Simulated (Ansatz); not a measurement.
**BLYP/cc-pVDZ run of GaH2OF (SMILES [OH][GaH][F])**

What is the electronic atomisation energy of GaH2OF at BLYP/cc-pVDZ? 

The calculation is run with Ansatz 0.2.0.

61 further runs of the same task are left out: 61 set aside as unsound or not needed.

### 1 The molecule

GaH2OF has 5 atoms, charge 0, and is taken as a singlet. As SMILES, `[OH][GaH][F]`. The shape is that of a PBE0-D4/def2-TZVP optimisation. This is one conformer, not always the lowest.

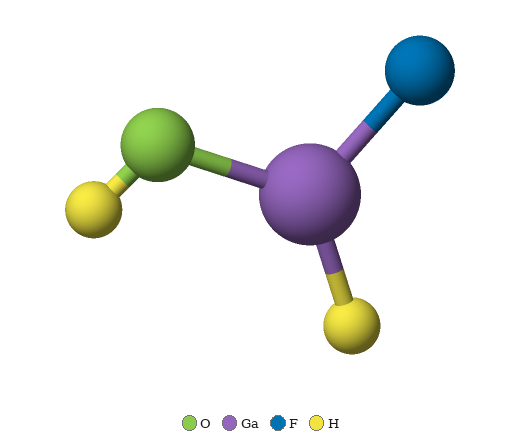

Viewed from a chosen angle; oxygen green, gallium purple, fluorine blue, hydrogen yellow.

### 2 The energy at BLYP/cc-pVDZ

The input, job.yaml:

```yaml
crystal:
  periodic: [false, false, false]
  atoms:
    - {symbol: O, position_ang: [-1.130400, -0.588700, -0.283800]}
    - {symbol: Ga, position_ang: [0.383700, 0.280500, 0.015600]}
    - {symbol: F, position_ang: [0.438300, 1.777800, -0.881200]}
    - {symbol: H, position_ang: [-1.210600, -1.420700, 0.187200]}
    - {symbol: H, position_ang: [1.569000, -0.122600, 0.920900]}
basis:
  gaussian:
    orbitals: cc-pVDZ
hamiltonian:
  xc: {name: BLYP}
accuracy: high
output:
  orbitals: {seedname: orbitals}
```

The run is started by

```
$ ansatz run job.yaml --threads 1 --pin off --max-ram 3480MiB --events-out events.jsonl --progress --plain --runs-dir runs
```

Standard output:

```text
Warning: RAYON_NUM_THREADS=1 ignored (pool sized by the plan → 1); use --threads N
Functional definition: BLYP
  name "BLYP"
  parameter beta = 0.0042
  parameter a = 0.04918
  parameter b = 0.132
  parameter c = 0.2533
  parameter d = 0.349
  exchange = b88_x(beta = beta)
  correlation = lyp_c(a = a, b = b, c = c, d = d)
1380 factors; integrals over basis functions are off by at most 4.4e-9 eV
mean field evaluation 1: about -57167.5330 eV, gradient 7.2e1 eV
mean field evaluation 2: about -57078.9019 eV, gradient 1.9e2 eV
mean field evaluation 4: about -57175.2937 eV, gradient 2.8e1 eV
mean field evaluation 8: about -57176.5463 eV, gradient 4.4e-1 eV
mean field evaluation 16: about -57176.5418 eV, gradient 2.6e-5 eV
mean field -57176.54178819 eV, -2101.1991550638 hartree, gradient 7.6e-8 eV, S^2 0.000000; 0 other end points of the search recorded, 0 dependent functions left out
reference -57176.54183623 eV, -2101.1991568293 hartree; 25, 25 occupied and 40, 40 virtual orbitals, 1380 factors
Total energy: -57176.54183623 eV, -2101.1991568293 hartree
```

Wall time 2.1 s (1 thread of Intel Xeon 6975P-C (Granite Rapids), shared host); peak memory 0.17 GiB.

### 3 The F atom, same level

The input, input.yaml:

```yaml
crystal:
  periodic: [false, false, false]
  atoms:
    - {symbol: F, position_ang: [0.000000, 0.000000, 0.000000]}
basis:
  gaussian:
    orbitals: cc-pVDZ
magnetization:
  spin_polarized: true
  initial_magnetization: 1
hamiltonian:
  xc: {name: BLYP}
accuracy: high
```

Run the same way, it converges to -99.71336 Eh (log not shown).

### 4 The Ga atom, same level

The input, molecule.yaml:

```yaml
crystal:
  periodic: [false, false, false]
  atoms:
    - {symbol: Ga, position_ang: [0.000000, 0.000000, 0.000000]}
basis:
  gaussian: {orbitals: cc-pVDZ}
magnetization: {spin_polarized: true, initial_magnetization: 1}
hamiltonian: {xc: {name: BLYP}}
accuracy: high
```

The run is started by

```
$ ansatz run molecule.yaml --threads 1 --pin off --max-ram 3480MiB --events-out events.jsonl --progress --plain --runs-dir runs
```

Standard output, shortened:

```text
Warning: RAYON_NUM_THREADS=1 ignored (pool sized by the plan → 1); use --threads N
[... 9 set-up lines as earlier in the session ...]
255 factors; integrals over basis functions are off by at most 4.4e-9 eV
mean field evaluation 1: about -52377.9195 eV, gradient 3.8e0 eV
mean field evaluation 2: about -52377.9823 eV, gradient 2.0e0 eV
mean field evaluation 4: about -52377.9976 eV, gradient 2.5e-1 eV
mean field evaluation 8: about -52377.9967 eV, gradient 6.3e-4 eV
mean field evaluation 16: about -52377.9496 eV, gradient 1.9e0 eV
mean field evaluation 32: about -52377.9967 eV, gradient 4.9e-9 eV
mean field -52377.99670728 eV, -1924.8558759112 hartree, gradient 4.9e-9 eV, S^2 0.751417; 1 other end points of the search recorded, 0 dependent functions left out
reference -52377.99673724 eV, -1924.8558770122 hartree; 16, 15 occupied and 11, 12 virtual orbitals, 255 factors
Total energy: -52377.99673724 eV, -1924.8558770122 hartree
```

Run time: 0.8 s. Hardware: 1 thread of Intel Xeon 6975P-C (Granite Rapids), shared host.

### 5 The H atom

The input, job.yaml:

```yaml
crystal:
  periodic: [false, false, false]
  atoms:
    - {symbol: H, position_ang: [0.000000, 0.000000, 0.000000]}
basis:
  gaussian:
    orbitals: cc-pVDZ
magnetization:
  spin_polarized: true
  initial_magnetization: 1
hamiltonian:
  xc: {name: BLYP}
accuracy: high
```

The run is started by

```
$ ansatz run job.yaml --threads 1 --pin off --max-ram 3480MiB --events-out events.jsonl --progress --plain --runs-dir runs
```

Standard output, shortened:

```text
Warning: RAYON_NUM_THREADS=1 ignored (pool sized by the plan → 1); use --threads N
[... 9 set-up lines as earlier in the session ...]
15 factors; integrals over basis functions are off by at most 4.6e-8 eV
mean field evaluation 1: about -13.5051 eV, gradient 4.7e-1 eV
mean field evaluation 2: about -13.5079 eV, gradient 5.7e-2 eV
mean field evaluation 4: about -13.5078 eV, gradient 4.7e-5 eV
mean field evaluation 8: about -13.5078 eV, gradient 8.0e-9 eV
mean field -13.50779466 eV, -0.4964022977 hartree, gradient 8.0e-9 eV, S^2 0.750000; 0 other end points of the search recorded, 0 dependent functions left out
reference -13.50782071 eV, -0.4964032550 hartree; 1, 0 occupied and 4, 5 virtual orbitals, 15 factors
Total energy: -13.50782071 eV, -0.4964032550 hartree
```

It took 0.08 s on 1 thread of Intel Xeon 6975P-C (Granite Rapids), shared host.

### 6 The O atom at the same level

The input, job.yaml:

```yaml
crystal:
  periodic: [false, false, false]
  atoms:
    - {symbol: O, position_ang: [0.000000, 0.000000, 0.000000]}
basis:
  gaussian:
    orbitals: cc-pVDZ
magnetization:
  spin_polarized: true
  initial_magnetization: 2
hamiltonian:
  xc: {name: BLYP}
accuracy: high
```

Run the same way, it converges to -75.05452 Eh (log not shown).

### 7 Outcome

Level: BLYP/cc-pVDZ.

```
                     quantity           value
       molecule: total energy  -2101.19916 Eh
        molecule: HOMO energy        -7.23 eV
        molecule: LUMO energy        -1.49 eV
      molecule: HOMO–LUMO gap         5.74 eV
         F atom: total energy    -99.71336 Eh
                 F atom: ⟨S²⟩           0.751
        Ga atom: total energy  -1924.85588 Eh
                Ga atom: ⟨S²⟩           0.751
         H atom: total energy     -0.49640 Eh
                 H atom: ⟨S²⟩           0.750
         O atom: total energy    -75.05452 Eh
                 O atom: ⟨S²⟩           2.002
electronic atomisation energy       15.853 eV
```

In words: Taking the molecule apart into free atoms costs 15.85 eV (1530 kJ/mol), before zero-point energy and without spin-orbit coupling.
